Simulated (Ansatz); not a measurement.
**Ligand exchange: how K changes with temperature for C3H5Br + AlH2Br ⇌ C3H6 + AlHBr2**

Gas-phase species: C3H5Br (allyl bromide) `C=CCBr`, singlet; AlH2Br `[AlH2][Br]`, singlet; C3H6 (propene) `C=CC`, singlet; AlHBr2 `[Br][AlH][Br]`, singlet. The partners trade Br for H: C–Br and Al–H bonds give way to C–H and Al–Br.

The electronic reaction energy at CCSD(T)/def2-TZVPP is -213.5 kJ/mol. Shapes: PBE0-D4/def2-TZVP. Flexible molecules stand in one conformer, not always the lowest. Programs: Ansatz 0.2.0. Enthalpy and entropy come from rigid-rotor, harmonic-oscillator sums on unscaled PBE0-D4/def2-TZVP wavenumbers, ideal gases at 1 bar; R ln 2 is added for the mirror twin of the chiral shape of C3H5Br. Symmetry numbers: C3H5Br 1, AlH2Br 2, C3H6 1, AlHBr2 2. R = 8.3145 J/(mol K).

| T (K) | ΔH (kJ/mol) | ΔS (J/(mol K)) |
| --- | --- | --- |
| 800 | -205.5 | -5.8 |
| 1100 | ? | ? |
| 1400 | -207.7 | -8.0 |

Question: Work out ln K at 800 and 1400 K, and from these estimate it at 1100 K.

Answer: 
1. 800 K: ΔG = -205.5 − 800 × (-5.8)/1000 = -200.9 kJ/mol; ln K = −ΔG/RT = +30.20.
2. 1400 K: ΔG = -207.7 − 1400 × (-8.0)/1000 = -196.5 kJ/mol; ln K = −ΔG/RT = +16.88.
3. Slope against 1000/T: (+16.88 − (+30.20))/(0.7143 − 1.2500) = +24.86, that is −ΔH/R with ΔH near -207 kJ/mol.
4. 1100 K: ln K = +30.20 + (+24.86) × (0.9091 − 1.2500) = +21.73.

The full sums give ΔH = -206.7 kJ/mol, ΔS = -7.2 J/(mol K), ΔG = -198.8 kJ/mol and ln K = +21.74 at 1100 K, so the line is off by -0.01 in ln K; without rounding the miss is -0.02, from the change of ΔH with temperature. The products are favoured over this whole range. An error of 10 kJ/mol in the energy moves ln K by 1.1 at 1100 K. Soft modes are treated as harmonic, which can err either way at these temperatures; the lowest are those of C3H5Br (107 cm⁻¹), C3H6 (208 cm⁻¹), AlHBr2 (106 cm⁻¹). Other conformers aren't counted. Other reactions of these species are left aside. Relativity is left out for Br. Outer-core shells of Br are correlated, in sets that cover them unevenly.

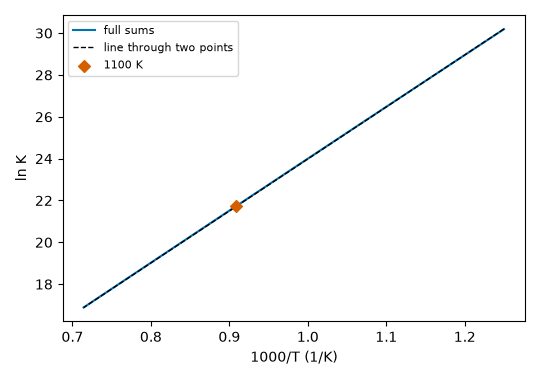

The van 't Hoff plot.
